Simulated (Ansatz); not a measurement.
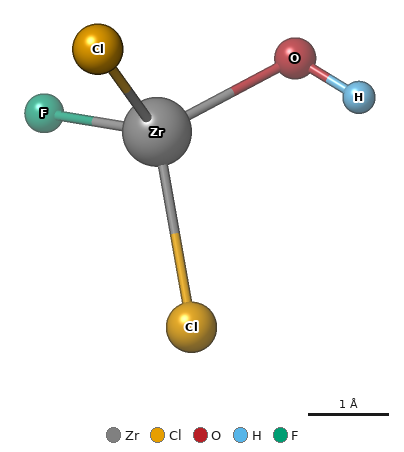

ZrHOCl2F, before the relaxation. Style: ball-and-stick. Shown at a tilt.

The run prepares the start of a later molecular dynamics calculation, from a guessed geometry.

Computed with RKS PBE/def2-SVP in Ansatz.

Input
```yaml
crystal:
  periodic: [false, false, false]
  atoms:
    - { symbol: Zr, position_ang: [0.0, 0.0, 0.0] }
    - { symbol: Cl, position_ang: [0.0, 0.0, 2.52] }
    - { symbol: O, position_ang: [1.952, 0.0, -0.6893] }
    - { symbol: H, position_ang: [2.2684, -0.9521, -0.806] }
    - { symbol: F, position_ang: [-0.9326, 1.6157, -0.6593] }
    - { symbol: Cl, position_ang: [-1.1869, -2.0563, -0.8392] }
basis:
  gaussian: { orbitals: def2-SVP }
hamiltonian:
  xc: pbe
relax:
  f_tol: 0.02
  max_steps: 40
```

Launched with:
```bash
ansatz run input.yaml --threads 1 --pin off --max-ram 2048MiB --backend cpu --events-out ev --progress --plain --runs-dir out
```

### What does the optimiser find from here?

H4 moves most after the best rigid fit: 0.61 Å. Largest moves by element: H 0.61 Å, O 0.43 Å, Cl 0.27 Å, F 0.22 Å, Zr 0.14 Å. Among the contacts that change: Zr1–O3 2.070 → 1.899 Å, Zr1–Cl2 2.520 → 2.362 Å, Zr1–F5 1.979 → 1.907 Å, O3–H4 1.010 → 0.968 Å. Among the angles between lasting bonds that change: Zr1–O3–H4 109.5° → 180.0°. After 9 geometry steps the energy has fallen by 18.5 kcal/mol. The largest force component goes from 2.2 to 0.0016 eV/Å. Cost: 57 s on 1 thread of Arm Neoverse V1 (shared host), peak memory 0.15 GiB.

Final geometry:

```xyz
6

Zr   -0.0569   -0.1268    0.0316
Cl   -0.0505   -0.0107    2.3910
O     1.7212   -0.3538   -0.5959
H     2.6272   -0.4690   -0.9161
F    -0.7514    1.5006   -0.6784
Cl   -1.3887   -1.9330   -0.7060
```

After the run, drawn alike:

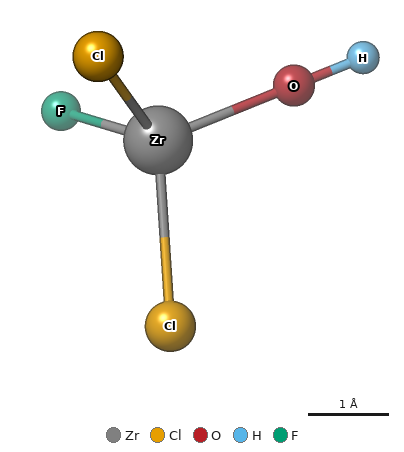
